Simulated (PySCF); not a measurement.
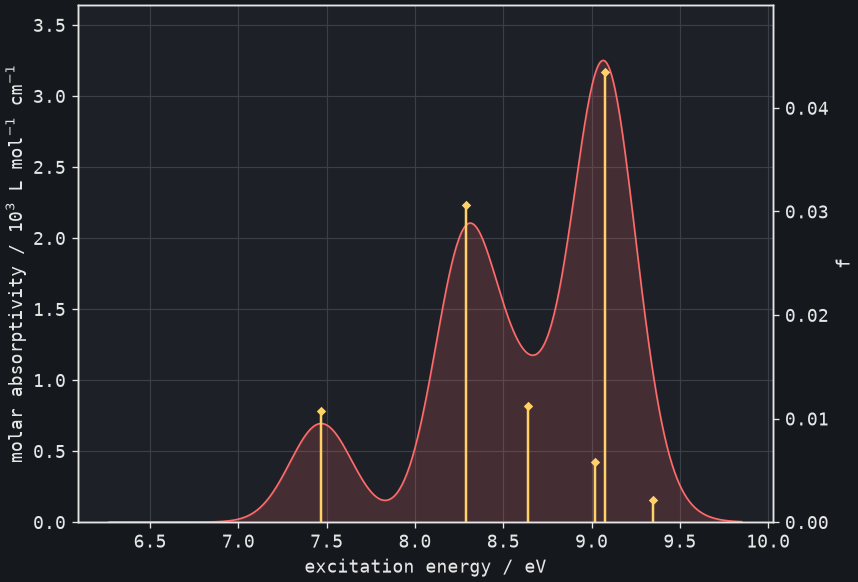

Vertical TDDFT excitations, PBE0/def2-SVPD, PySCF, at a GFN2-xTB geometry (no frequency check), gas phase. Only the first 6 singlet excitations are included; each is broadened by a Gaussian of 1/e half-width 0.25 eV. Sticks give oscillator strengths (right axis).

Which molecule gives this spectrum?
A. C₃H₄F₄O, SMILES OC[C@@H](F)C(F)(F)F
B. C₆H₉Cl, SMILES C[C@@H]1CC=C(Cl)C1
C. C₅H₉Cl (2-chloro-3-methyl-2-butene), SMILES CC(C)=C(C)Cl

Answer. Option A. Its lowest singlet lies at 7.47 eV (f = 0.011) and the brightest of those computed is S5 at 9.07 eV (137 nm), f = 0.043, mainly HOMO → LUMO+3 (86 %) (S4 lies within 0.06 eV, too close to order).

Caveats: states above the negative HOMO energy depend on the basis; the tight-binding geometry is rougher than a DFT one and adds to the error; one conformer of a flexible molecule; core orbitals are frozen in the response.
